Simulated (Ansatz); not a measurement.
**Geometry relaxation, with input and output: Si$_{2}$NH$_{9}$O$_{2}$ (part 2 of 2)**

Continued. System: Si$_{2}$NH$_{9}$O$_{2}$. Method: UKS PBE/def2-SVP (Ansatz 0.2.0). It belongs to a series of runs on one base structure; here: end point B relaxed.

Geometry of the input (Å):
```
Si -1.0554  -0.1380  -0.4468
O  -0.8082  -2.4970  1.5015
H  -1.3048  -1.3881  -1.2197
H  -1.9670  0.1177  0.7111
N  -1.2754  1.1929  -1.5314
H  0.0738  -2.2443  1.1726
O  0.5664  -0.2665  0.1812
Si 1.9188  0.7168  0.2485
H  -0.9305  -1.8597  2.2297
H  -1.3633  2.1521  -1.1896
H  -0.8991  1.1746  -2.4816
H  1.9702  1.6669  -0.9199
H  1.9320  1.5290  1.5187
H  3.1427  -0.1564  0.2257
```

## Trajectory as extended XYZ, continued
```
14
Properties=species:S:1:pos:R:3:forces:R:3 step=6 energy=-21464.36340
Si   -1.0682   -0.1425   -0.4417    0.0142   0.0057   0.0161
O    -0.6609   -2.4853    1.4556    0.0010   0.0021   0.0025
H    -1.3512   -1.3786   -1.2261   -0.0019   0.0002  -0.0016
H    -1.9803    0.1204    0.7158   -0.0024  -0.0019   0.0030
N    -1.2515    1.2088   -1.5087   -0.0081   0.0121  -0.0147
H     0.1097   -1.9728    1.1289    0.0002   0.0017  -0.0023
O     0.5229   -0.2992    0.1719   -0.0032  -0.0246   0.0050
Si    1.8879    0.6757    0.2476   -0.0250   0.0088  -0.0089
H    -0.9097   -1.9787    2.2511   -0.0007  -0.0044  -0.0041
H    -1.3435    2.1648   -1.1599   -0.0026  -0.0055  -0.0020
H    -0.8857    1.1950   -2.4628    0.0003   0.0032   0.0043
H     2.0035    1.5454   -0.9757    0.0139   0.0024  -0.0124
H     1.8382    1.5658    1.4614    0.0026   0.0062   0.0079
H     3.0889   -0.2187    0.3425    0.0117  -0.0060   0.0072
14
Properties=species:S:1:pos:R:3:forces:R:3 step=8 energy=-21464.36560
Si   -1.0704   -0.1375   -0.4333   -0.0160  -0.0042   0.0159
O    -0.6503   -2.5002    1.4242    0.0206   0.0610   0.0571
H    -1.3606   -1.3656   -1.2282    0.0029   0.0064   0.0022
H    -1.9749    0.1162    0.7329    0.0017  -0.0024  -0.0047
N    -1.2564    1.2239   -1.4865   -0.0047   0.0260  -0.0227
H     0.1175   -1.9674    1.1207   -0.0320  -0.0310  -0.0035
O     0.5233   -0.2998    0.1693    0.0237  -0.0302   0.0188
Si    1.8889    0.6745    0.2383    0.0341   0.0523  -0.0144
H    -0.9065   -2.0269    2.2394    0.0091  -0.0360  -0.0584
H    -1.3549    2.1770   -1.1318   -0.0009  -0.0091   0.0007
H    -0.9010    1.2175   -2.4445   -0.0010   0.0034   0.0067
H     2.0744    1.4546   -1.0401    0.0014  -0.0337   0.0420
H     1.7928    1.6532    1.3838    0.0004  -0.0289  -0.0382
H     3.0785   -0.2194    0.4556   -0.0392   0.0266  -0.0016
14
Properties=species:S:1:pos:R:3:forces:R:3 step=9 energy=-21464.36738
Si   -1.0686   -0.1397   -0.4175    0.0213   0.0367   0.0036
O    -0.6619   -2.5243    1.4151   -0.0046   0.0065  -0.0346
H    -1.3612   -1.3560   -1.2293    0.0018  -0.0011   0.0062
H    -1.9793    0.1100    0.7435   -0.0057  -0.0049  -0.0007
N    -1.2291    1.2360   -1.4583   -0.0086  -0.0053   0.0070
H     0.0881   -1.9878    1.0761    0.0174  -0.0248   0.0611
O     0.5231   -0.3163    0.1955   -0.0409  -0.0269  -0.0229
Si    1.8745    0.6829    0.2224    0.0122  -0.0071   0.0053
H    -0.8859   -2.0561    2.2410    0.0149   0.0090  -0.0157
H    -1.3251    2.1852   -1.0938   -0.0067   0.0069   0.0041
H    -0.8671    1.2371   -2.4135    0.0036   0.0023  -0.0074
H     2.0800    1.3741   -1.0981    0.0050   0.0018  -0.0206
H     1.7460    1.7320    1.2949   -0.0114   0.0177   0.0056
H     3.0668   -0.1771    0.5219    0.0017  -0.0106   0.0090
14
Properties=species:S:1:pos:R:3:forces:R:3 step=10 energy=-21464.37001
Si   -1.0691   -0.1389   -0.3974    0.0681   0.0056   0.0036
O    -0.6691   -2.5425    1.3786    0.0083  -0.0147  -0.0417
H    -1.3681   -1.3388   -1.2316   -0.0013   0.0095   0.0022
H    -1.9846    0.0989    0.7614   -0.0113   0.0055   0.0018
N    -1.2035    1.2583   -1.4164   -0.0044  -0.0321   0.0429
H     0.1008   -2.0220    1.0575   -0.0281  -0.0226   0.0725
O     0.5218   -0.3381    0.2205   -0.0147   0.0659  -0.0502
Si    1.8592    0.6862    0.2002    0.0447   0.0674   0.0163
H    -0.8788   -2.0952    2.2196    0.0222   0.0167  -0.0150
H    -1.3026    2.2014   -1.0375   -0.0069   0.0105   0.0041
H    -0.8382    1.2730   -2.3700    0.0044   0.0011  -0.0105
H     2.1147    1.2420   -1.1850    0.0016  -0.0598   0.1382
H     1.6717    1.8499    1.1579    0.0226  -0.1458  -0.1280
H     3.0460   -0.1343    0.6420   -0.1051   0.0926  -0.0360
14
Properties=species:S:1:pos:R:3:forces:R:3 step=12 energy=-21464.37440
Si   -1.0432   -0.1532   -0.3719   -0.0138   0.0372  -0.0367
O    -0.7421   -2.5364    1.3342   -0.0786  -0.1077  -0.0335
H    -1.3378   -1.3383   -1.2270   -0.0078  -0.0080   0.0038
H    -1.9514    0.0745    0.7952   -0.0018  -0.0043   0.0039
N    -1.2050    1.2533   -1.3731    0.0006   0.0307  -0.0083
H     0.0862   -2.0932    1.0631    0.1617   0.0724  -0.0579
O     0.5554   -0.3316    0.2177   -0.0333  -0.0758   0.0327
Si    1.8772    0.7052    0.1783    0.0109   0.0086  -0.0045
H    -0.9399   -2.0780    2.1697   -0.0456   0.0377   0.1012
H    -1.3198    2.1923   -0.9882   -0.0035  -0.0029   0.0024
H    -0.8666    1.2799   -2.3366    0.0014   0.0029   0.0037
H     2.1802    1.1785   -1.2175    0.0108  -0.0010  -0.0168
H     1.6525    1.9104    1.0536   -0.0089   0.0156  -0.0006
H     3.0545   -0.0633    0.7025    0.0077  -0.0053   0.0106
14
Properties=species:S:1:pos:R:3:forces:R:3 step=13 energy=-21464.37844
Si   -1.0536   -0.1454   -0.3876    0.0085   0.0519  -0.0128
O    -0.6849   -2.5694    1.3575    0.0696   0.1168   0.0393
H    -1.3517   -1.3240   -1.2510   -0.0008  -0.0067   0.0084
H    -1.9669    0.0701    0.7785    0.0011  -0.0203   0.0040
N    -1.2059    1.2754   -1.3711    0.0156   0.0024  -0.0103
H     0.1104   -2.0528    1.0952   -0.0687  -0.0546   0.0111
O     0.5402   -0.3374    0.2126   -0.0314  -0.0435   0.0127
Si    1.8692    0.6927    0.1712    0.0325   0.0346  -0.0121
H    -0.9459   -2.1163    2.1830    0.0123  -0.0457  -0.0623
H    -1.3236    2.2087   -0.9727    0.0000  -0.0144   0.0004
H    -0.8543    1.3162   -2.3297   -0.0087   0.0031   0.0155
H     2.2015    1.1302   -1.2330   -0.0065  -0.0192   0.0314
H     1.6318    1.9231    1.0118    0.0062  -0.0244  -0.0234
H     3.0340   -0.0712    0.7352   -0.0296   0.0199  -0.0020
14
Properties=species:S:1:pos:R:3:forces:R:3 step=14 energy=-21464.37648 accepted=F
Si   -1.0438   -0.1267   -0.3813   -0.1510  -0.2438  -0.0445
O    -0.6794   -2.5893    1.3554    0.0194   0.0068  -0.0077
H    -1.3420   -1.3131   -1.2380   -0.0195   0.0550  -0.0244
H    -1.9596    0.0513    0.7891   -0.0154   0.0789  -0.0240
N    -1.1759    1.2958   -1.3606   -0.0046   0.0208   0.0677
H     0.1093   -2.0674    1.0895   -0.0361  -0.0093   0.0205
O     0.5358   -0.3522    0.2271    0.0678   0.0584   0.0428
Si    1.8503    0.6952    0.1604    0.1003  -0.0324   0.0076
H    -0.9466   -2.1416    2.1799    0.0205   0.0006  -0.0126
H    -1.3101    2.2251   -0.9606   -0.0027   0.0288  -0.0033
H    -0.8412    1.3398   -2.3240    0.0066  -0.0097  -0.0112
H     2.1929    1.0701   -1.2551    0.0137   0.0166  -0.0193
H     1.6027    1.9530    0.9501   -0.0244   0.0201  -0.0040
H     3.0080   -0.0399    0.7680    0.0253   0.0091   0.0124
14
Properties=species:S:1:pos:R:3:forces:R:3 step=16 energy=-21464.38183
Si   -1.0505   -0.1398   -0.3776   -0.0565  -0.0456  -0.0195
O    -0.6735   -2.5862    1.3447   -0.0196  -0.0148  -0.0186
H    -1.3528   -1.3076   -1.2559   -0.0007   0.0124   0.0021
H    -1.9708    0.0549    0.7867    0.0003   0.0053  -0.0030
N    -1.1804    1.2959   -1.3405    0.0047   0.0105   0.0116
H     0.1139   -2.0653    1.0764    0.0162   0.0104   0.0064
O     0.5356   -0.3527    0.2299    0.0237   0.0175   0.0123
Si    1.8554    0.6904    0.1558    0.0543   0.0141   0.0062
H    -0.9370   -2.1358    2.1685    0.0059   0.0037   0.0120
H    -1.3147    2.2220   -0.9322    0.0015   0.0045  -0.0017
H    -0.8448    1.3490   -2.3035   -0.0005  -0.0009  -0.0004
H     2.2324    1.0218   -1.2661   -0.0081  -0.0079   0.0411
H     1.5848    1.9766    0.8985    0.0056  -0.0378  -0.0342
H     3.0025   -0.0231    0.8151   -0.0267   0.0287  -0.0142
14
Properties=species:S:1:pos:R:3:forces:R:3 step=17 energy=-21464.38225
Si   -1.0498   -0.1378   -0.3714   -0.0661  -0.0401   0.0038
O    -0.6847   -2.5914    1.3237    0.0190   0.0449   0.0543
H    -1.3512   -1.2955   -1.2633    0.0010   0.0119  -0.0017
H    -1.9743    0.0461    0.7915    0.0021   0.0091  -0.0112
N    -1.1689    1.3096   -1.3186    0.0010   0.0126   0.0001
H     0.1124   -2.0740    1.0728   -0.0311  -0.0179   0.0032
O     0.5346   -0.3546    0.2393    0.0519   0.0257   0.0205
Si    1.8522    0.6911    0.1439    0.0626   0.0490  -0.0074
H    -0.9264   -2.1785    2.1755    0.0122  -0.0278  -0.0680
H    -1.3100    2.2313   -0.9025    0.0053  -0.0037  -0.0053
H    -0.8397    1.3720   -2.2833   -0.0038  -0.0020   0.0063
H     2.2658    0.9452   -1.2878   -0.0200  -0.0161   0.1035
H     1.5556    2.0196    0.8060    0.0313  -0.1036  -0.0516
H     2.9846    0.0170    0.8741   -0.0653   0.0579  -0.0464
14
Properties=species:S:1:pos:R:3:forces:R:3 step=18 energy=-21464.38329
Si   -1.0529   -0.1373   -0.3654   -0.0315  -0.0390  -0.0240
O    -0.6742   -2.5960    1.3171   -0.0216   0.0242   0.0488
H    -1.3539   -1.2978   -1.2535   -0.0029   0.0121  -0.0018
H    -1.9775    0.0522    0.7962    0.0020   0.0017  -0.0001
N    -1.1724    1.3059   -1.3192   -0.0024   0.0112   0.0097
H     0.1200   -2.0728    1.0722   -0.0038   0.0028  -0.0034
O     0.5326   -0.3510    0.2456    0.0423   0.0286   0.0172
Si    1.8532    0.6905    0.1455    0.0431   0.0380   0.0078
H    -0.9400   -2.1692    2.1543    0.0182  -0.0283  -0.0451
H    -1.3091    2.2298   -0.9067    0.0044  -0.0002  -0.0041
H    -0.8426    1.3634   -2.2839   -0.0027  -0.0035   0.0030
H     2.2647    0.9456   -1.2834   -0.0146  -0.0147   0.0502
H     1.5658    2.0165    0.8089    0.0073  -0.0524  -0.0317
H     2.9866    0.0203    0.8720   -0.0378   0.0196  -0.0266
14
Properties=species:S:1:pos:R:3:forces:R:3 step=20 energy=-21464.38422
Si   -1.0532   -0.1379   -0.3593    0.0026  -0.0061  -0.0059
O    -0.6791   -2.5964    1.3032   -0.0332   0.0031   0.0403
H    -1.3475   -1.2932   -1.2556    0.0001   0.0018  -0.0027
H    -1.9819    0.0466    0.7993    0.0001  -0.0037   0.0012
N    -1.1725    1.3080   -1.3097   -0.0046   0.0055   0.0050
H     0.1152   -2.0709    1.0652    0.0234   0.0134  -0.0058
O     0.5322   -0.3430    0.2594    0.0013   0.0094   0.0086
Si    1.8553    0.6935    0.1432   -0.0094  -0.0076  -0.0015
H    -0.9390   -2.1870    2.1505    0.0098  -0.0181  -0.0334
H    -1.3045    2.2317   -0.8953    0.0029   0.0029  -0.0015
H    -0.8457    1.3660   -2.2752   -0.0009  -0.0028  -0.0018
H     2.2755    0.9101   -1.2857    0.0037  -0.0012  -0.0069
H     1.5656    2.0330    0.7683    0.0000   0.0046   0.0015
H     2.9799    0.0396    0.8915    0.0041  -0.0012   0.0029
14
Properties=species:S:1:pos:R:3:forces:R:3 step=21 energy=-21464.38451
Si   -1.0537   -0.1367   -0.3504    0.0257   0.0031  -0.0073
O    -0.6774   -2.6036    1.2851   -0.0077   0.0094   0.0230
H    -1.3387   -1.2836   -1.2604   -0.0001   0.0000  -0.0006
H    -1.9898    0.0352    0.8041    0.0016  -0.0061   0.0017
N    -1.1700    1.3156   -1.2924   -0.0074  -0.0005   0.0045
H     0.1188   -2.0717    1.0659   -0.0002   0.0007  -0.0022
O     0.5296   -0.3356    0.2786   -0.0115   0.0192   0.0016
Si    1.8552    0.6952    0.1358   -0.0017   0.0006  -0.0014
H    -0.9485   -2.2102    2.1361    0.0054  -0.0110  -0.0196
H    -1.2983    2.2379   -0.8739    0.0030   0.0030  -0.0017
H    -0.8506    1.3763   -2.2602   -0.0011  -0.0037  -0.0002
H     2.2958    0.8480   -1.2975   -0.0070  -0.0004   0.0270
H     1.5601    2.0621    0.7003    0.0083  -0.0240  -0.0120
H     2.9679    0.0712    0.9287   -0.0073   0.0096  -0.0130
```

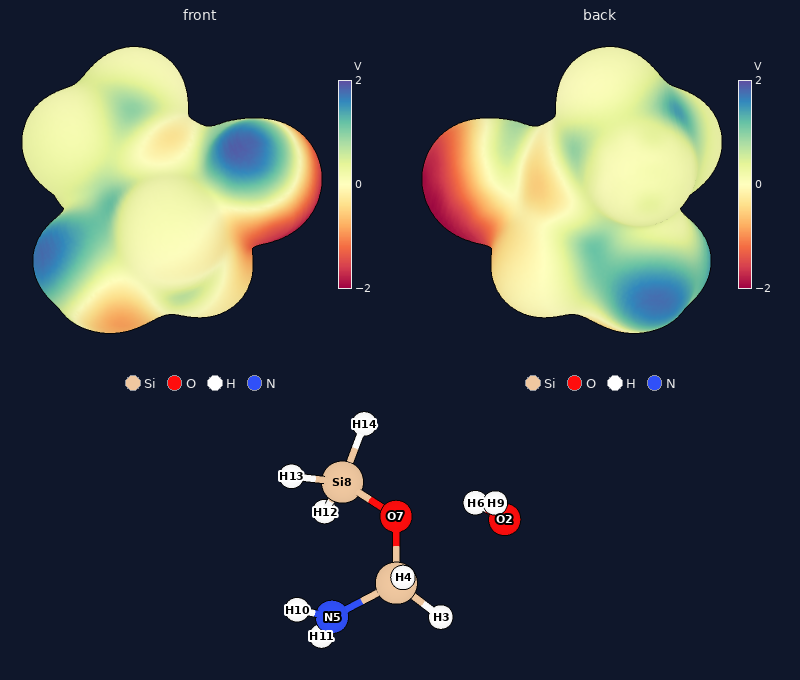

*The molecular electrostatic potential painted on the density surface at 0.002 e/bohr³, seen at a tilt and from behind; red is negative and blue positive. The bare structure is drawn below in the same view.*

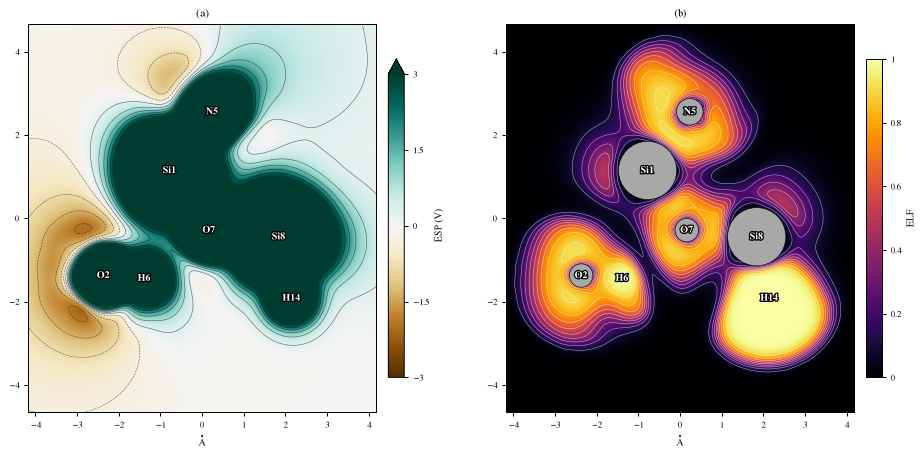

*(a) electrostatic potential; (b) ELF on the plane of atoms O7, Si8 and H14. Grey discs, where drawn, cover atomic cores.*

Atoms in the plane: Si, O, N and H. O7···H6 (1.95 Å): the ELF is only about 0.10 between them (by its geometry a hydrogen bond between the two molecules, with no shared pair). Si–O (1.69 Å): the ELF peaks at about 0.85 between the atoms, which marks a shared but strongly polarised pair. Si–N (1.73 Å): the ELF peaks at about 0.90 between the atoms (a shared but strongly polarised pair). Si–H (1.50 Å): the ELF climbs to about 1 towards the hydrogen.
